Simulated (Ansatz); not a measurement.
**SiH2MeEt (C3H10Si): one molecule under many settings**

How do the results and run time of SiH2MeEt (C3H10Si) respond when the settings are drawn wide?

Method: the settings change from run to run; program: Ansatz 0.2.0, Gaussian basis.

**1. The geometry**

The structure was relaxed beforehand with PBE-D4/def2-SVP.

14 atoms, charge 0, spin multiplicity 1.

Atoms are counted from 1 here; the program's logs count them from 0.

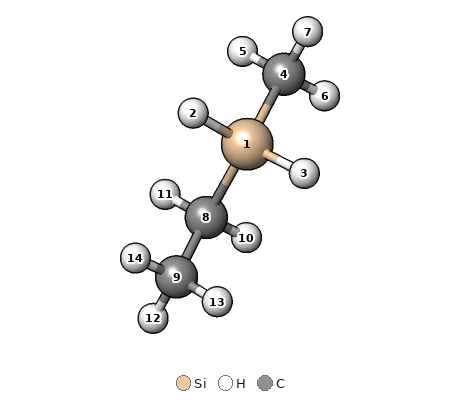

The structure; silicon light orange, hydrogen white, carbon grey; atoms are numbered from 1 in the order of the file.

**2. LC-wPBE/def2-SVPD**

The input, in.yaml:

```yaml
crystal:
  periodic: [false, false, false]
  atoms:
    - {symbol: Si, position_ang: [0.457115, 0.721239, 0.339432]}
    - {symbol: H, position_ang: [0.515376, 0.700435, 1.848549]}
    - {symbol: H, position_ang: [1.881492, 0.756606, -0.161760]}
    - {symbol: C, position_ang: [-0.465264, 2.266411, -0.245121]}
    - {symbol: H, position_ang: [-1.509593, 2.269879, 0.128720]}
    - {symbol: H, position_ang: [-0.498308, 2.311936, -1.352946]}
    - {symbol: H, position_ang: [0.030029, 3.189175, 0.119011]}
    - {symbol: C, position_ang: [-0.384356, -0.866598, -0.277025]}
    - {symbol: C, position_ang: [0.323065, -2.163253, 0.138940]}
    - {symbol: H, position_ang: [-0.458724, -0.800590, -1.385405]}
    - {symbol: H, position_ang: [-1.433649, -0.857644, 0.093550]}
    - {symbol: H, position_ang: [-0.204268, -3.063529, -0.239974]}
    - {symbol: H, position_ang: [1.362232, -2.204250, -0.248956]}
    - {symbol: H, position_ang: [0.384823, -2.259809, 1.242996]}
basis:
  gaussian: {orbitals: def2-SVPD}
hamiltonian: {xc: {name: LC-wPBE}}
scf: {omitted_lower_state_checks: [starts]}
```

Launch:

```bash
ansatz run in.yaml --threads 4 --pin off --events-out ev --progress --plain --max-ram 3916MiB
```

Standard output:

```text
Functional definition: LC-wPBE
  name "LC-wPBE"
  cite "Vydrov & Scuseria, J. Chem. Phys. 125, 234109 (2006) doi:10.1063/1.2409292"
  cite "Heyd & Scuseria, J. Chem. Phys. 120, 7274 (2004) doi:10.1063/1.1668634"
  cite "Ernzerhof & Perdew, J. Chem. Phys. 109, 3313 (1998) doi:10.1063/1.476928"
  cite "Perdew, Burke & Ernzerhof, Phys. Rev. Lett. 77, 3865 (1996) doi:10.1103/PhysRevLett.77.3865"
  parent pbe
  parameter omega = 0.4/bohr
  exchange = pbe_x_sr(omega) + exact_x_lr(omega)
  correlation = pbe_c
these checks for a lower state are left out or cut short: starts
1375 factors; their error is unknown
744 factors; integrals over basis functions are off by at most 4.5e-6 eV
mean field evaluation 1: about -11140.1286 eV, gradient 3.7e1 eV
mean field evaluation 2: about -11142.0005 eV, gradient 2.5e1 eV
mean field evaluation 4: about -11143.4545 eV, gradient 6.2e-1 eV
mean field evaluation 8: about -11143.4015 eV, gradient 2.5e-1 eV
mean field evaluation 16: about -11143.4017 eV, gradient 2.5e-5 eV
mean field -11143.40165541 eV, -409.5124575675 hartree, gradient 2.5e-5 eV, S^2 0.000000; 0 other end points of the search recorded, 0 dependent functions left out
reference -11143.40165542 eV, -409.5124575678 hartree; 21, 21 occupied and 143, 143 virtual orbitals, 1375 factors
Total energy: -11143.40165542 eV, -409.5124575678 hartree
Checks for a lower state left out: starts
```

Wall time 1.6 s (4 threads of AMD EPYC 7B13, shared host).

**3. B3LYP5/def2-SVPD**

Options: finite nuclei.

Changes to in.yaml since step 2:

```diff
@@ -18,4 +18,4 @@
 basis:
-  gaussian: {orbitals: def2-SVPD}
-hamiltonian: {xc: {name: LC-wPBE}}
+  gaussian: {orbitals: def2-SVPD, nuclear_model: gaussian}
+hamiltonian: {xc: {name: B3LYP5}}
 scf: {omitted_lower_state_checks: [starts]}
```

The command is unchanged.

Standard output, shortened:

```text
Functional definition: B3LYP5
  name "B3LYP5"
  cite "Stephens, Devlin, Chabalowski & Frisch, J. Phys. Chem. 98, 11623 (1994) doi:10.1021/j100096a001"
  cite "Becke, Phys. Rev. A 38, 3098 (1988) doi:10.1103/PhysRevA.38.3098"
  cite "Lee, Yang & Parr, Phys. Rev. B 37, 785 (1988) doi:10.1103/PhysRevB.37.785"
  cite "Vosko, Wilk & Nusair, Can. J. Phys. 58, 1200 (1980) doi:10.1139/p80-159"
[...]
1384 factors; their error is unknown
[...]
mean field -11144.20159829 eV, -409.5418549260 hartree, gradient 8.9e-5 eV, S^2 0.000000; 0 other end points of the search recorded, 0 dependent functions left out
reference -11144.20189551 eV, -409.5418658486 hartree; 21, 21 occupied and 143, 143 virtual orbitals, 1384 factors
Total energy: -11144.20189551 eV, -409.5418658486 hartree
Checks for a lower state left out: starts
```

It took 1.4 s on 4 threads of AMD EPYC 7B13, shared host.

**4. PBE0/aug-cc-pVDZ**

This run has unrestricted orbitals, D3(BJ) with three-body dispersion, the search for lower states set to light.

Changes to in.yaml since step 3:

```diff
@@ -18,4 +18,5 @@
 basis:
-  gaussian: {orbitals: def2-SVPD, nuclear_model: gaussian}
-hamiltonian: {xc: {name: B3LYP5}}
-scf: {omitted_lower_state_checks: [starts]}
+  gaussian: {orbitals: aug-cc-pVDZ}
+magnetization: {spin_polarized: true, initial_magnetization: 0}
+hamiltonian: {xc: {name: PBE0}, dispersion: d3bjatm}
+scf: {lower_state_search: light}
```

Same command.

Standard output:

```text
Functional definition: PBE0
  name "PBE0"
  cite "Adamo & Barone, J. Chem. Phys. 110, 6158 (1999) doi:10.1063/1.478522"
  cite "Perdew, Burke & Ernzerhof, Phys. Rev. Lett. 77, 3865 (1996) doi:10.1103/PhysRevLett.77.3865"
  parent pbe
  parameter a = 0.25
  parameter kappa = 0.804
  parameter beta = 0.06672455060314922
  exchange = (1 - a)*pbe_x(kappa = kappa, mu = beta*pi^2/3) + a*exact_x
  correlation = pbe_c(beta = beta)
1700 factors; their error is unknown
mean field evaluation 1: about -11132.3581 eV, gradient 5.1e1 eV
mean field evaluation 2: about -11126.2170 eV, gradient 5.8e1 eV
mean field evaluation 4: about -11144.9061 eV, gradient 2.6e0 eV
mean field evaluation 8: about -11144.9426 eV, gradient 7.2e-2 eV
mean field evaluation 16: about -11144.9884 eV, gradient 1.7e-5 eV
mean field -11144.98844260 eV, -409.5707709209 hartree, gradient 1.7e-5 eV, S^2 0.000000; 0 other end points of the search recorded, 0 dependent functions left out
reference -11144.98851126 eV, -409.5707734444 hartree; 21, 21 occupied and 165, 165 virtual orbitals, 1700 factors
Total energy: -11145.22102520 eV, -409.5793181741 hartree
```

It took 3.8 s on 4 threads of AMD EPYC 7B13, shared host; peak memory 0.65 GiB.

⟨S²⟩ 0.000.

**5. revPBE/6-31++G****

Options: multiplicity 3, relativity set to scalar.

Changes to in.yaml since step 4:

```diff
@@ -18,5 +18,5 @@
 basis:
-  gaussian: {orbitals: aug-cc-pVDZ}
-magnetization: {spin_polarized: true, initial_magnetization: 0}
-hamiltonian: {xc: {name: PBE0}, dispersion: d3bjatm}
-scf: {lower_state_search: light}
+  gaussian: {orbitals: "6-31++G**"}
+magnetization: {spin_polarized: true, initial_magnetization: 2}
+hamiltonian: {xc: {name: revPBE}, pseudopotentials: {relativity: scalar}}
+scf: {omitted_lower_state_checks: [starts]}
```

The command is unchanged.

Standard output, shortened:

```text
Functional definition: revPBE
  name "revPBE"
  cite "Zhang & Yang, Phys. Rev. Lett. 80, 890 (1998) doi:10.1103/PhysRevLett.80.890"
  cite "Perdew, Burke & Ernzerhof, Phys. Rev. Lett. 77, 3865 (1996) doi:10.1103/PhysRevLett.77.3865"
[...]
1443 factors; their error is unknown
[...]
mean field -11158.69532562 eV, -410.0744895813 hartree, gradient 6.1e-6 eV, S^2 2.001898; 0 other end points of the search recorded, 0 dependent functions left out
reference -11158.69541434 eV, -410.0744928416 hartree; 22, 20 occupied and 118, 120 virtual orbitals, 1443 factors
Total energy: -11158.69541434 eV, -410.0744928416 hartree
Relativity: scalar
Checks for a lower state left out: starts
```

It took 4.8 s on 4 threads of AMD EPYC 7B13, shared host.

⟨S²⟩ 2.002.

**6. All runs side by side**

```tsv
level	charge	multiplicity	geometry	functions	energy (eV)	time
LC-wPBE/def2-SVPD	0	1	relaxed	164	-11143.402	1.6 s
B3LYP5/def2-SVPD	0	1	relaxed	164	-11144.202	1.4 s
PBE0/aug-cc-pVDZ	0	1	relaxed	186	-11145.221	3.8 s
revPBE/6-31++G**	0	3	relaxed	140	-11158.695	4.8 s
```

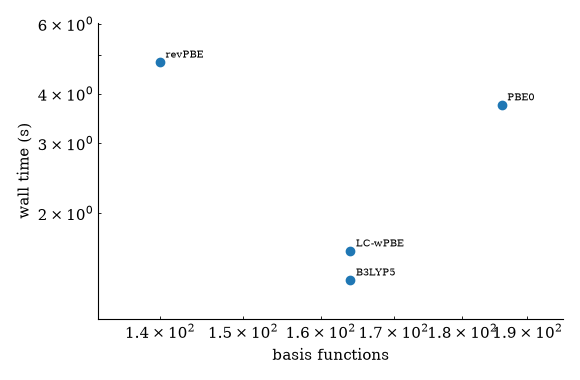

Wall time against the number of basis functions (shared host).

**7. What came out**

| quantity | value |
| --- | --- |
| runs | 4 |
| quickest | B3LYP5/def2-SVPD, 1.4 s |
| slowest | revPBE/6-31++G**, 4.8 s |
| spread of total energies, same state and geometry | 1.8 eV |

In words: Run time spans a factor of 4, from B3LYP5/def2-SVPD to revPBE/6-31++G**. The jobs differ in tasks and options as well as level. Total energies at one charge and spin differ by 2 eV between levels, so only differences within one level mean anything.
